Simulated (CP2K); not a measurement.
# C2H4NOSi (SMILES C[SiH]N=C=O): GFN1-xTB

Aim: the vertical doublet–quartet gap of C2H4NOSi at GFN1-xTB, from 2 runs. 

The results are computed with CP2K 2026.2.

3 further runs of the same task are left out: 3 set aside as unsound or not needed.

## 1. The system as given

The species is C2H4NOSi (9 atoms), meant as a doublet with charge 0. As SMILES, `C[SiH]N=C=O`. Geometry: relaxed at PBE0-D4/def2-TZVP. This is one conformer, not always the lowest.

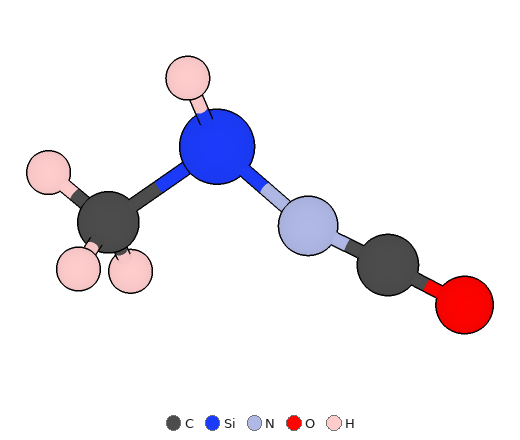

Viewed from a chosen angle; carbon dark grey, silicon blue, nitrogen light blue, oxygen red, hydrogen pink.

## 2. The energy at GFN1-xTB

File molecule.xyz:

```xyz
9

C     -0.230800     0.936500     1.233300
Si    -0.019100     0.717300    -0.606900
N      0.147000    -0.951200    -0.966600
C     -0.027700    -2.022300    -1.465700
O     -0.174100    -3.081100    -1.930900
H      0.625000     0.510600     1.765400
H     -1.138100     0.442600     1.585600
H     -0.298200     1.998600     1.479400
H      1.204500     1.402700    -1.110500
```

File calc.inp:

```
&GLOBAL
  PROJECT_NAME calc
  RUN_TYPE ENERGY
  PRINT_LEVEL MEDIUM
&END

&FORCE_EVAL
  METHOD Quickstep
  &DFT
    CHARGE 0
    MULTIPLICITY 2
    UKS T
    &QS
      METHOD XTB
      EPS_DEFAULT 1.0E-10
      &XTB
        GFN_TYPE 1
        CHECK_ATOMIC_CHARGES F
      &END
    &END
    &POISSON
      PERIODIC NONE
      POISSON_SOLVER ANALYTIC
    &END
    &SCF
      SCF_GUESS ATOMIC
      EPS_SCF 1.0E-06
      MAX_SCF 40
      &OT ON
        MINIMIZER DIIS
        PRECONDITIONER FULL_ALL
      &END
      &OUTER_SCF
        EPS_SCF 1.0E-06
        MAX_SCF 8
      &END
    &END
    &PRINT
      &MOMENTS
        PERIODIC F
        REFERENCE COM
        MAX_MOMENT 1
      &END
      &MO_CUBES
        NLUMO 1
        NHOMO -1
        WRITE_CUBE F
      &END
      &HIRSHFELD OFF
      &END
    &END
  &END
  &SUBSYS
    &CELL
      ABC [angstrom] 10.3 13.1 11.7
      PERIODIC NONE
    &END
    &TOPOLOGY
      COORD_FILE_NAME molecule.xyz
      COORD_FILE_FORMAT XYZ
      &CENTER_COORDINATES
      &END
    &END
  &END
&END
```

On the command line:

```
$ OMP_NUM_THREADS=1 cp2k.psmp -i calc.inp -o calc.out
```

What it wrote:

```text
CP2K| version string:                                       CP2K version 2026.2
[...]
 GLOBAL| Method name                                                        CP2K
[...]
 GLOBAL| Run type                                                         ENERGY
[...]
                             - Atoms:                                          9
[...]
                             - Spherical basis functions:                     33
[...]
 Number of electrons:                                                         14
[...]
     1 OT DIIS     0.15E+00    0.0     0.10350058       -15.8038837850 -1.58E+01
[...]
    13 OT DIIS     0.15E+00    0.0     0.00000088       -16.1008873504 -1.33E-09
  *** SCF run converged in    13 steps ***
[...]
 TB_DIPOLE| Moment [Debye]         -0.28080669       2.94634933       1.36885557
 TB_DIPOLE| Derivative [a.u.]       0.00000000       0.00000000       0.00000000
[...]
 ENERGY| Total FORCE_EVAL ( QS ) energy [hartree]            -16.100887350363855
[...]
```

Wall time 0.56 s (1 thread of Arm Neoverse V1, shared host); peak memory 0.15 GiB.

## 3. The quartet at the same level

molecule.xyz is that of step 2.

File mol.inp:

```
&GLOBAL
    PROJECT_NAME mol
    RUN_TYPE ENERGY
    PRINT_LEVEL MEDIUM
&END GLOBAL

&FORCE_EVAL
    METHOD Quickstep
    &DFT
        MULTIPLICITY 4
        UKS T
        &QS
            METHOD XTB
            EPS_DEFAULT 1.0E-10
            &XTB
                GFN_TYPE 1
                CHECK_ATOMIC_CHARGES F
            &END XTB
        &END QS
        # isolated system
        &POISSON
            PERIODIC NONE
            POISSON_SOLVER ANALYTIC
        &END POISSON
        &SCF
            SCF_GUESS ATOMIC
            EPS_SCF 1.0E-06
            MAX_SCF 40
            &OT
                MINIMIZER DIIS
                PRECONDITIONER FULL_ALL
            &END OT
            &OUTER_SCF
                EPS_SCF 1.0E-06
                MAX_SCF 8
            &END OUTER_SCF
        &END SCF
        # extra output
        &PRINT
            &MOMENTS
                PERIODIC F
                REFERENCE COM
                MAX_MOMENT 1
            &END MOMENTS
            &MO_CUBES
                NLUMO 1
                NHOMO -1
                WRITE_CUBE F
            &END MO_CUBES
            &HIRSHFELD OFF
            &END HIRSHFELD
        &END PRINT
    &END DFT
    # structure
    &SUBSYS
        &CELL
            ABC 10.3 13.1 11.7
            PERIODIC NONE
        &END CELL
        &TOPOLOGY
            COORD_FILE_NAME molecule.xyz
            COORD_FILE_FORMAT XYZ
            &CENTER_COORDINATES
            &END CENTER_COORDINATES
        &END TOPOLOGY
    &END SUBSYS
&END FORCE_EVAL
```

On the command line:

```
$ OMP_NUM_THREADS=1 cp2k.psmp mol.inp > mol.out
```

What it wrote:

```text
CP2K| version string:                                       CP2K version 2026.2
[...]
 GLOBAL| Method name                                                        CP2K
[...]
 GLOBAL| Run type                                                         ENERGY
[...]
                             - Atoms:                                          9
[...]
                             - Spherical basis functions:                     33
[...]
 Number of electrons:                                                         15
[...]
     1 OT DIIS     0.15E+00    0.0     0.06302162       -15.6448344110 -1.56E+01
[...]
    30 OT DIIS     0.15E+00    0.0     0.00000087       -15.8636171694 -2.92E-10
  *** SCF run converged in    30 steps ***
[...]
 TB_DIPOLE| Moment [Debye]          0.13035347       4.39455913       2.04521638
 TB_DIPOLE| Derivative [a.u.]       0.00000000       0.00000000       0.00000000
[...]
 ENERGY| Total FORCE_EVAL ( QS ) energy [hartree]            -15.863617169434226
[...]
```

Wall time 0.83 s (1 thread of Arm Neoverse V1, shared host); peak memory 0.15 GiB.

## 4. Summary of results

At GFN1-xTB:

| quantity | value |
| --- | --- |
| doublet: total energy | -16.10089 Eh |
| doublet: dipole moment (from atomic charges alone) | 3.26 D |
| doublet: HOMO energy (highest over α and β) | -8.92 eV |
| doublet: dispersion energy | -7.61 kJ/mol |
| quartet: total energy | -15.86362 Eh |
| quartet: dipole moment (from atomic charges alone) | 4.85 D |
| quartet: HOMO energy (highest over α and β) | -5.74 eV |
| quartet: dispersion energy | -7.61 kJ/mol |
| vertical energy of the quartet above the doublet | 6.456 eV |

**Reading.** The method runs without spin polarisation, so open shells lack the exchange term that lowers high spin: such gaps come out too high and can have the wrong sign. At this shape the quartet lies 6.46 eV (149 kcal/mol) above the doublet. The dipole (doublet) comes from point charges on the atoms alone, without atomic dipoles, so it is partial. The dipole (quartet) comes from point charges on the atoms alone, without atomic dipoles, so it is partial.
